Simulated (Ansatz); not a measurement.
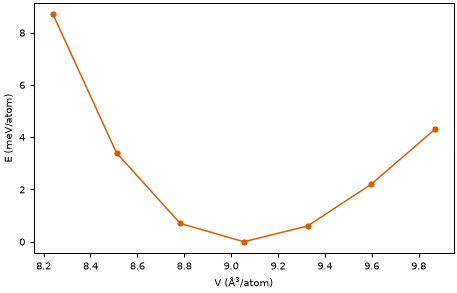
Figure. BN in space group P6_3/mmc (No. 194; B on 2b, N on 2d) under volume change, PBE+D3(BJ) in the plane-wave PAW code Ansatz, shape and atoms relaxed at each volume.

Question: What does a third-order Birch–Murnaghan fit give for V₀, B₀ and B′?

Answer: V₀ = 9.05 Å³/atom, B₀ = 27.0 GPa, B′ = 11.1.

The workflow started from a Materials Project entry (that database holds measured and hypothetical structures alike). Its sites differ from those of the usual phase in this space group: another stacking or structure type. The cell was relaxed with PBE+D3(BJ) under the symmetry of its start; its stability against distortions is not shown here.

Potentials: the earlier of the program's two PAW sets.
